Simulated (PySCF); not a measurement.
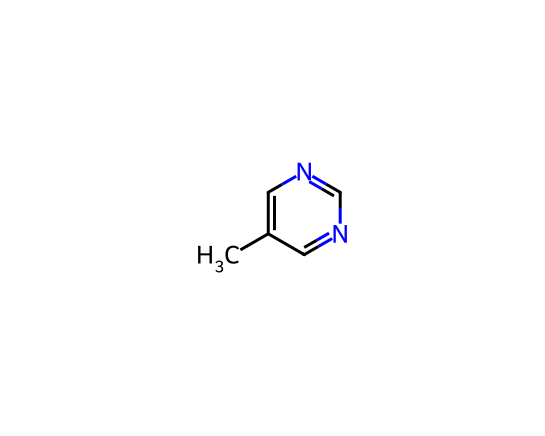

Transcribe the drawing into SMILES.

Cc1cncnc1

Give the formula, hydrogens included.

C5H6N2.

An optimisation with GFN2-xTB gave a structure of which point group?

Cs.

More results for the same structure follow; atom numbers are the same in all pictures, views and colours differ. The computed structure is the end point of a GFN2-xTB optimisation. No frequency run is at hand to confirm it as a minimum.

Geometry

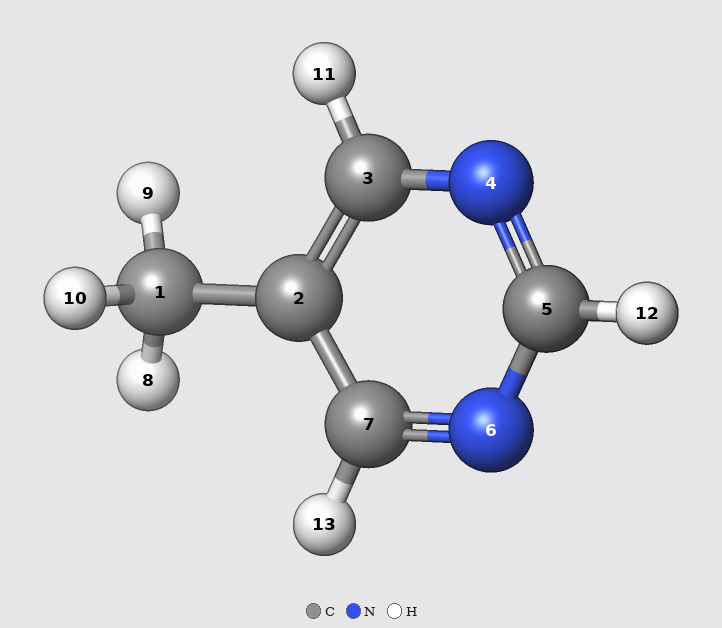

Numbered structure. No frequency run is at hand to confirm it as a minimum.

Give the bond lengths.

```tsv
bond	length (Å)	order
C1–C2	1.492	single
C1–H8	1.088	single
C1–H9	1.088	single
C1–H10	1.090	single
C2–C3	1.393	aromatic
C2–C7	1.393	aromatic
C3–N4	1.322	aromatic
C3–H11	1.083	single
N4–C5	1.320	aromatic
C5–N6	1.320	aromatic
C5–H12	1.082	single
N6–C7	1.322	aromatic
C7–H13	1.083	single
```

NMR shielding

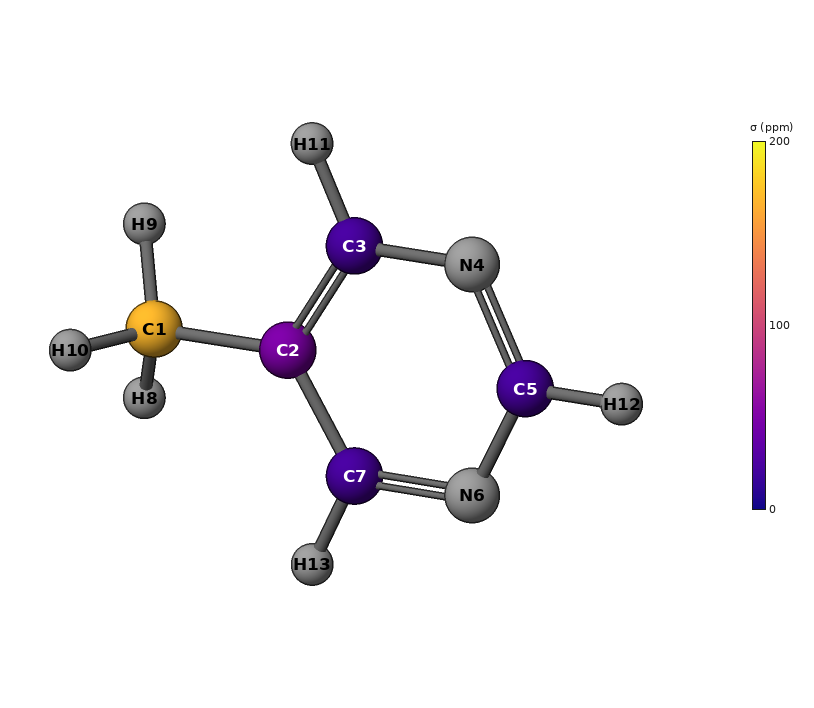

Atoms are coloured by their isotropic NMR shieldings (C only, the others grey). No frequency run is at hand to confirm it as a minimum. Level of theory: GIAO PBE0/pcSseg-1 NMR shielding, non-relativistic, gas phase (PySCF 2.14.0).

List the isotropic NMR shieldings of the C atoms.

```
atom  σ (ppm)
  C1    169.0
  C2     50.7
  C3     23.9
  C5     24.0
  C7     24.0
```

Electronic properties

No frequency run is at hand to confirm it as a minimum. Method: PBE0/def2-SVPD, gas phase (PySCF 2.14.0). Excitations: vertical, linear response.

Estimate the dipole moment.

2.88 D.

What is the brightest of the 6 lowest singlets?

6.52 eV.

What is the lowest vertical singlet excitation?

4.28 eV.

Estimate the HOMO energy (Kohn–Sham orbital).

−7.29 eV.

Quadrupole coupling

No frequency run is at hand to confirm it as a minimum. Electric field gradients from the ground-state density, PBE0/pcSseg-1 (PySCF 2.14.0), non-relativistic apart from any core potentials.

Give the largest field-gradient component, the quadrupole coupling constant and the asymmetry for 14N at N4 (Q = 20.44 mb), 2H at H8 (Q = 2.86 mb), 2H at H10 (Q = 2.86 mb), 2H at H11 (Q = 2.86 mb), 2H at H12 (Q = 2.86 mb).

```
atom  V_zz (a.u.)  e²qQ/h (MHz)     η
  N4       −1.118         −5.37  0.41
  H8        0.312         0.210  0.03
 H10        0.308         0.207  0.02
 H11        0.315         0.212  0.05
 H12        0.317         0.213  0.05
```
